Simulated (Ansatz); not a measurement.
# Calculations on CH$_{5}$NSi

### Relaxation

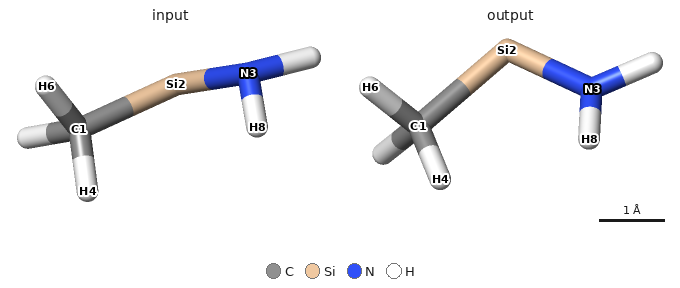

The structure of CH5NSi (coarse preliminary run) before (left) and after (right) a relaxation, at one scale.

A stick model, seen from a free direction.

Theory: RKS PBE-D4/def2-SVP in Ansatz 0.2.0. (force threshold 0.03 eV/Å; at most 250 steps)

Question: Summarise the run.

Answer: The optimiser took 21 steps. The largest move after the best rigid fit is that of the Si atom, 0.56 Å. Largest moves by element: Si 0.56 Å, H 0.40 Å, N 0.35 Å, C 0.07 Å. Among the contacts that change: C–Si 1.781 → 1.930 Å, C–H 1.056 → 1.111 Å, H–N 0.972 → 1.027 Å, H–N 1.076 → 1.024 Å. Bond angles that change, for instance: Si–N–H 112.5° → 126.5°, Si–N–H 109.9° → 121.9°, C–Si–N 109.3° → 98.4°. Groups turn about C–Si by about 50°.

### Relaxation

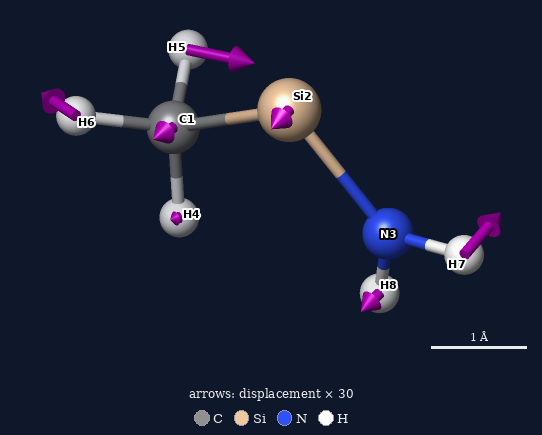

This is a constrained relaxation of CH5NSi. The starting structure is drawn; purple arrows show the displacements, 30 times their true length. The two geometries are superimposed by the best rigid fit.

The picture is a ball-and-stick view, seen from a free direction.

Computed with RKS PBE0-D4/def2-TZVP in Ansatz. (force threshold 0.005 eV/Å; at most 200 steps)

Q: Atoms of which element are displaced furthest, and by how much?

A: Hydrogen: up to 0.027 Å, against 0.012 Å for silicon.

Q: Describe the change and its energy.

A: The atom that moves furthest after the best rigid fit is H5 (0.027 Å). By element the largest moves are H 0.027 Å, Si 0.012 Å, C 0.011 Å, N 0.002 Å. Over 3 accepted moves (5 points after the start) the energy falls by 0.10 kJ/mol. Largest force component: 0.035 eV/Å at the start, 0.0037 eV/Å at the end. The line search rejected the trial steps at points 1, 3 of the run. The run took roughly 25 core-seconds on a shared host.

### Scan

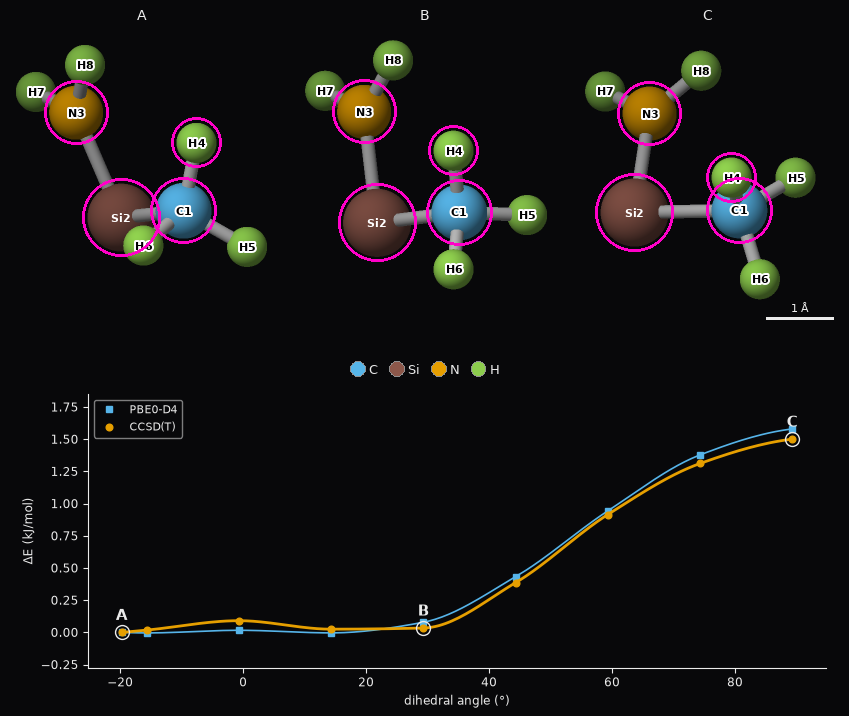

Energy scan for CH$_{5}$NSi, in which the H4–C1–Si2–N3 dihedral angle is varied, with all other coordinates relaxed. The lettered frames are marked on the plot, at the values of CCSD(T). A ball-and-stick model, seen almost along the central bond, with a slight tilt. The ringed atoms are those of the scanned coordinate.

Computed with Ansatz: CCSD(T), PBE0-D4, basis def2-TZVPP, on geometries relaxed under the constraint at PBE0-D4/def2-TZVP. Coupled cluster with a frozen core. Energies are counted from the PBE0-D4/def2-TZVP minimum geometry at the same level.

> Describe the profile.

With CCSD(T): of the computed points the lowest is at the dihedral −19.7°, 0.00 kJ/mol. The highest point, at 89.3°, lies 1.50 kJ/mol above the lowest and gives the barrier to rotation to within the spacing of the points. At 89.3° the levels give CCSD(T) 1.50 kJ/mol, PBE0-D4 1.58 kJ/mol. At −19.7° to 89.3° the mean-field solution behind CCSD(T) isn't stable (a lower one of broken symmetry exists), so those energies are less reliable.

The computed points:

Energies in kJ/mol.

```tsv
dihedral angle (°)	CCSD(T)	PBE0-D4
−19.7	0.00	0.00
−15.7	0.02	0.00
−0.7	0.09	0.02
14.3	0.03	0.00
29.3	0.03	0.08
44.3	0.39	0.43
59.3	0.92	0.94
74.3	1.31	1.38
89.3	1.50	1.58
```

### Scan

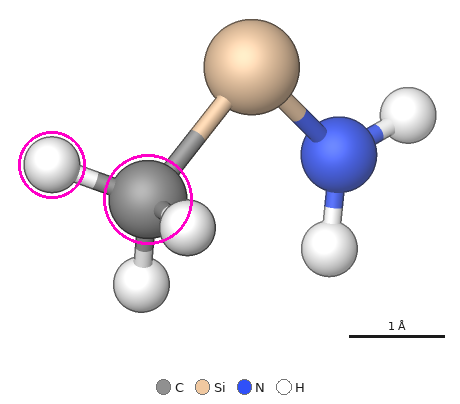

A scan of CH₅NSi: the C1–H5 distance is varied, with the rest of the molecule carried along rigidly. The picture shows the minimum geometry. The ringed atoms are those of the scanned coordinate. A ball-and-stick model, seen tilted, with a slight tilt.

Single-point energies from Ansatz with PBE0-D4, wB97M-V, r2SCAN-D4, B3LYP-D4, PBE-D4, CCSD(T) in the def2-TZVPP basis, on geometries moved rigidly from the minimum at PBE0-D4/def2-TZVP. Coupled cluster with a frozen core. Energies are counted from the PBE0-D4/def2-TZVP minimum geometry at the same level.

```xyz
8

C    -0.6600    0.8247   -0.5521
Si    0.9638    0.6538    0.4277
N     0.9322   -1.0344    0.6907
H    -1.0264   -0.1018   -1.0043
H    -0.5625    1.5834   -1.3341
H    -1.4314    1.1950    0.1359
H     1.6512   -1.5019    1.2201
H     0.2252   -1.6757    0.3603
```

**Predict the energy profile (the distance: 0.897, 0.943, 1.011, 1.090, 1.094, 1.177, 1.271, 1.371, 1.476, 1.586 Å).**

Energies in kJ/mol.

```tsv
distance (Å)	PBE0-D4	wB97M-V	r2SCAN-D4	B3LYP-D4	PBE-D4	CCSD(T)
0.897	91.5	89.6	90.7	89.5	95.1	91.6
0.943	48.6	47.3	48.1	47.3	51.4	48.6
1.011	12.6	12.1	12.5	12.2	14.3	12.7
1.090	0.0	0.0	0.0	0.0	0.1	0.0
1.094	0.0	0.0	0.0	0.0	0.0	0.0
1.177	9.6	9.9	9.4	9.5	7.6	9.4
1.271	36.6	37.1	36.0	35.8	32.1	35.8
1.371	75.4	76.4	74.4	73.2	68.0	74.0
1.476	121.3	123.1	119.7	117.0	110.6	119.0
1.586	171.8	173.8	168.9	165.6	157.6	167.0
```

With PBE0-D4: of the computed points the lowest is at the distance 1.094 Å, 0.0 kJ/mol. The curvature at the lowest point is about 33 eV/Å² (5.4 mdyn/Å). The well is steeper on the short side, as for any bond. At 1.586 Å the levels give PBE-D4 157.6 kJ/mol, B3LYP-D4 165.6 kJ/mol, CCSD(T) 167.0 kJ/mol, r2SCAN-D4 168.9 kJ/mol, PBE0-D4 171.8 kJ/mol, wB97M-V 173.8 kJ/mol. Closest to CCSD(T) there is B3LYP-D4. At 0.897 Å to 1.586 Å the mean-field solution behind CCSD(T) isn't stable (a lower one of broken symmetry exists), so those energies are less reliable.
